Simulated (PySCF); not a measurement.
# Excited-state calculation of CH7O2PSi2

CH7O2PSi2, computed with TDDFT PBE0/def2-SVPD, vertical, gas phase, core orbitals frozen in the response (PySCF 2.14.0).

The geometry comes from this level: PBE0-D3(BJ)/def2-SVP.

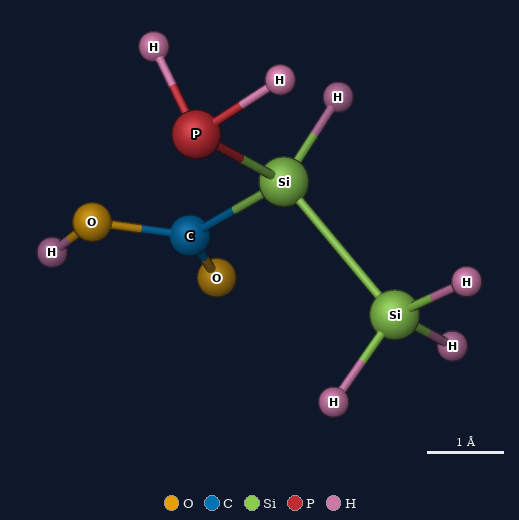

**Figure 1.** The structure (ball-and-stick view, seen at a tilt).

### Input file
```
{"job": {"kind": "uv", "xc": "PBE0", "basis": "def2-SVPD", "ip": true}, "charge": 0, "multiplicity": 1}
O      1.623209    -1.840748     0.784170
C      1.498627    -0.792528     0.206263
O      2.408180    -0.327748    -0.660587
Si    -0.032213     0.364681     0.441746
Si    -1.913778    -0.981982     0.086609
P      0.052558     2.015508    -1.105699
H      3.122398    -0.988482    -0.706092
H      0.034300     0.838436     1.858603
H     -3.151553    -0.146955     0.170293
H     -1.821725    -1.575882    -1.281779
H     -1.972766    -2.070168     1.106013
H      1.121595     2.702474    -0.452782
H     -0.963158     2.786434    -0.457093
```

The first line tells a small driver script what to run in PySCF; the rest is the geometry in Å.

Machine: 1 CPU thread, shared host.

Command:
```bash
OMP_NUM_THREADS=1 python <driver script> task.json out
```

### What the program printed
```
coarse grid: 12472 points
cycle   1  E = -1111.8463430379  dE =  4.670e-01  |g| = 8.221e-01  |ddm| = 4.340e+00
cycle   2  E = -1111.4830095695  dE =  3.633e-01  |g| = 1.590e+00  |ddm| = 1.965e+00
cycle   3  E = -1111.9652021438  dE = -4.822e-01  |g| = 2.769e-01  |ddm| = 1.425e+00
cycle   4  E = -1111.9791514587  dE = -1.395e-02  |g| = 8.105e-02  |ddm| = 3.161e-01
cycle   5  E = -1111.9803547948  dE = -1.203e-03  |g| = 1.359e-02  |ddm| = 8.343e-02
cycle   6  E = -1111.9803989335  dE = -4.414e-05  |g| = 4.102e-03  |ddm| = 3.049e-02
cycle   7  E = -1111.9804037907  dE = -4.857e-06  |g| = 9.167e-04  |ddm| = 8.837e-03
final grid: 107008 points
cycle   8  E = -1112.1251395425  dE = -9.348e-06  |g| = 9.539e-03  |ddm| = 6.522e-02
cycle   9  E = -1112.1251024796  dE =  3.706e-05  |g| = 1.696e-02  |ddm| = 2.213e-02
cycle  10  E = -1112.1251558446  dE = -5.337e-05  |g| = 2.147e-03  |ddm| = 1.376e-02
cycle  11  E = -1112.1251567632  dE = -9.186e-07  |g| = 2.382e-04  |ddm| = 2.106e-03
cycle  12  E = -1112.1251567755  dE = -1.224e-08  |g| = 5.294e-05  |ddm| = 4.859e-04
cycle  13  E = -1112.1251567764  dE = -9.411e-10  |g| = 1.582e-05  |ddm| = 1.610e-04
```

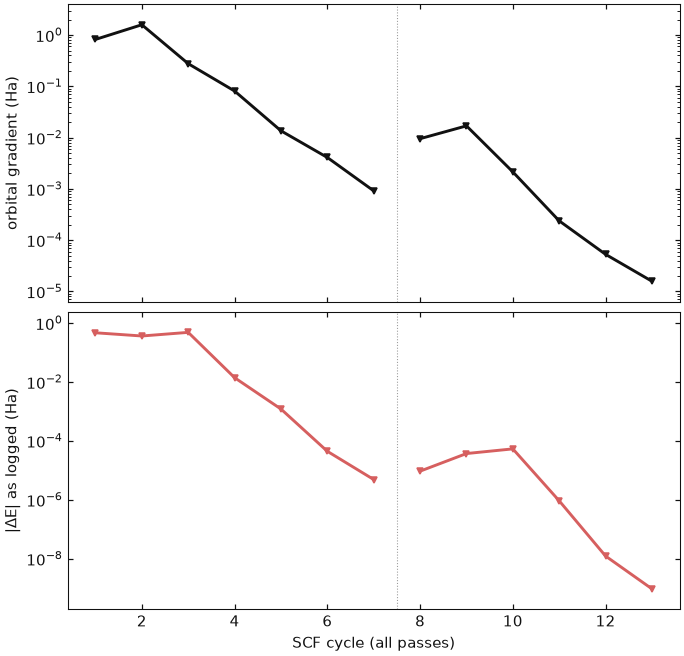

**Figure 2.** Convergence of the self-consistent field: orbital gradient and size of the energy change against the SCF cycle. The dotted line marks the change from a coarse to the final integration grid. The first 7 cycles use a coarse grid, the final grid takes over at cycle 8, and the field converges after 13 cycles in all.

```
converged SCF energy = -1112.1251567764

Static polarisability (au): isotropic 107.436, principal 88.030 110.711 123.566

Singlet excitations
state   eV       nm        f      main configurations
  1   5.0050    247.7   0.00239   H-1->L 0.66, H->L 0.29
  2   5.7508    215.6   0.00387   H->L 0.68, H-1->L 0.29
  3   6.1247    202.4   0.02934   H->L+1 0.81, H-2->L 0.12
  4   6.2862    197.2   0.04968   H-2->L 0.79, H->L+1 0.10
  5   6.5376    189.6   0.02104   H->L+2 0.50, H-1->L+1 0.36
  6   6.5876    188.2   0.02064   H-1->L+1 0.54, H->L+2 0.33
  7   6.7123    184.7   0.02621   H->L+3 0.70, H->L+4 0.11, H-2->L+1 0.10
  8   6.7770    182.9   0.02091   H-1->L+2 0.34, H->L+4 0.23, H-2->L+1 0.15
  9   6.7879    182.7   0.00579   H-1->L+2 0.58, H-2->L+1 0.21
 10   7.0311    176.3   0.06532   H-1->L+3 0.86

Triplet excitations (Tamm-Dancoff, eV): 4.3496 5.3919 5.5585 5.5888
Vertical ionisation energy (delta-SCF) = 9.5407 eV
```

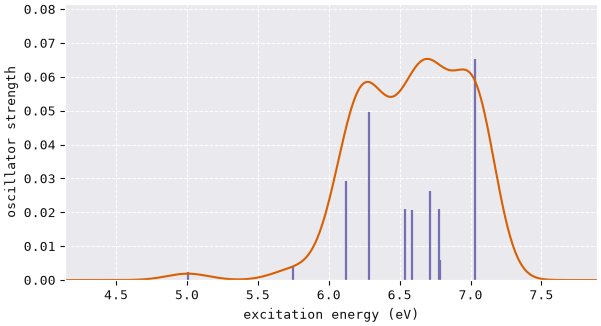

**Figure 3.** Computed excitations as sticks (degenerate states added up, dark ones marked on the axis), with a Gaussian envelope of 0.35 eV full width at half maximum, scaled to the tallest. Of the 10 states the lowest lies at 5.00 eV (f = 0.002); the strongest line is at 7.03 eV, or 176 nm (f = 0.065).

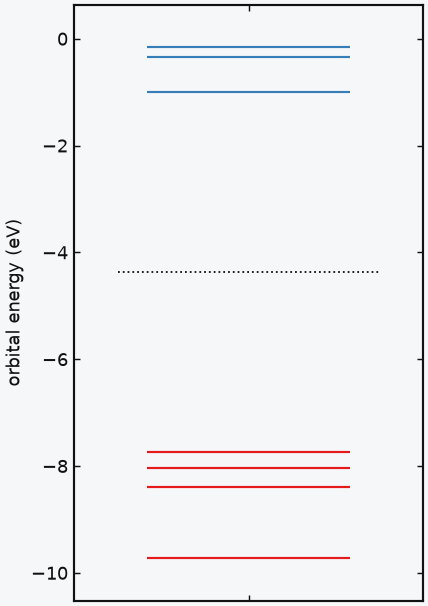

**Figure 4.** Orbital energies near the frontier; the dotted line parts filled from empty levels, and levels within 0.02 eV of each other stand side by side. Highest filled −7.74 eV, lowest empty −1.00 eV, 6.74 eV apart.

### Summary

| quantity | value |
| --- | --- |
| outcome | converged |
| total energy | −1112.125157 hartree |
| HOMO | −7.74 eV |
| LUMO | −1.00 eV |
| dipole moment | 1.33 D |
| mean polarisability | 107.44 a.u. |
| vertical ionisation energy | 9.54 eV |
| lowest singlet excitation | 5.00 eV |
| wall time | 2.7 min |
| peak memory | 0.9 GiB |
